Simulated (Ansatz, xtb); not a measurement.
## Group exchange: SiH2(CH3)(NH2) + CH6Cl2Si2 → CH9NSi2 + SiH(CH3)Cl2

Species: SiH2(CH3)(NH2), singlet; CH6Cl2Si2 `[SiH3]C[SiH](Cl)Cl`, singlet; CH9NSi2 `C[SiH2]N[SiH3]`, singlet; SiH(CH3)Cl2 (methyldichlorosilane), singlet. The partners trade H for SiH3: N–H and C–SiH3 bonds give way to N–SiH3 and C–H.

Shapes, held fixed at every level: PBE0-D4/def2-TZVP. Flexible molecules stand in one conformer, not always the lowest. Programs: Ansatz 0.2.0, xtb 6.7.1, xtb 6.7.1 later snapshot. Electronic energies: no zero-point or thermal term.

| level | kind | ΔE (kJ/mol) | less CCSD(T)/CBS estimate | CPU time (sum over the molecules) |
| --- | --- | --- | --- | --- |
| GFN1-xTB | semi-empirical | -69.6 | -15.9 | 0.13 s |
| B3LYP-D4/def2-TZVPP | global hybrid | -55.6 | -1.9 | 73 s |
| PBE0-D4/def2-TZVPP | global hybrid | -49.4 | +4.3 | 45 s |
| r2SCAN0-D4/def2-TZVPP | global hybrid | -53.9 | -0.2 | 76 s |
| B2PLYP/def2-TZVPP | double hybrid | -57.4 | -3.7 | 73 s |
| CCSD/def2-SVP | coupled cluster or CI | -56.3 | -2.6 | – |
| CCSD/def2-TZVPP | coupled cluster or CI | -55.9 | -2.2 | – |
| CCSD(T)/CBS estimate | coupled cluster or CI | -53.7 | 0.0 | 33 min |

The highest level, CCSD(T)/CBS estimate, gives ΔE = -53.7 kJ/mol; the levels span -69.6 to -49.4. The column of differences is taken from that level and isn't an error. No measured value is set beside it here. The CBS estimate extrapolates MP2 from def2-TZVPP and def2-QZVPP and adds CCSD(T) − MP2 in the triple-zeta set, cores frozen. Times are processor times on shared x86 and Arm servers, and rough.

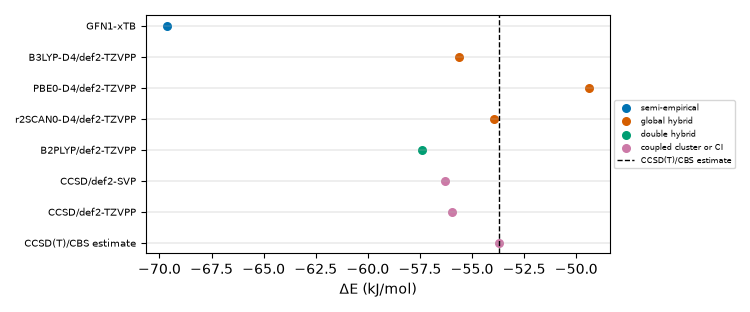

The values of the table, level by level.
